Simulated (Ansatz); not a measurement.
Band structure of Sb (R-3m, 2 atoms in the cell).

```
CELL_PARAMETERS angstrom
      2.15987     1.24700     3.79962
     -2.15987     1.24700     3.79962
      0.00000    -2.49400     3.79962
ATOMIC_POSITIONS crystal
  Sb 0.26826 0.26826 0.26826
  Sb 0.73174 0.73174 0.73174
```

Level of theory: PBE (plane waves, PAW; Ansatz, a first-principles code).

Settings: basis.ecutwfc = 420 eV; kpoints.mp_grid.grid = 6 6 6; hamiltonian.xc = pbe; hamiltonian.pseudopotentials = {kind: paw} (the program's default PAW files); scf.occupations.method = fermi_dirac; scf.occupations.width = 0.1 eV; kpoints.band_path.path = [[0.0, 0.0, 0.0], [0.5, 0.0, 0.0], [0.5, 0.23847253, -0.23847253]]; kpoints.band_path.npoints = 8.

The starting cell comes from a database of computed structures (which also holds hypothetical and non-ambient phases and stackings), without a prior relaxation at this level. Its lattice was rescaled by a random factor within 2.5 % of one. Spin-orbit coupling is off.

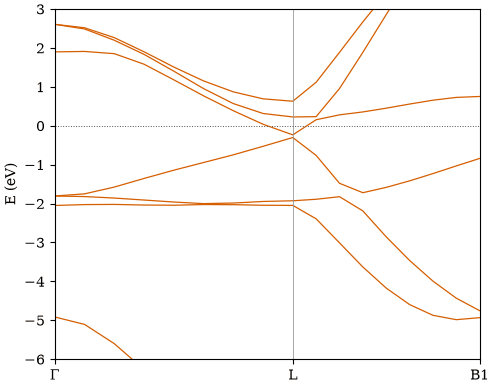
*Bands along the path, energies from the Fermi level.*

Levels in eV from the Fermi level, bands 12 to 18:
```tsv
point	12	13	14	15	16	17	18
Γ	-4.91	-2.05	-1.81	-1.81	1.90	2.61	2.61
L	-9.57	-2.05	-1.93	-0.30	-0.23	0.23	0.63
B1	-9.02	-4.93	-4.75	-0.84	0.75	4.52	4.60
```

Bands cross the Fermi level along this path, so the cell is metallic at this level.

Keys are those of Ansatz 0.2.
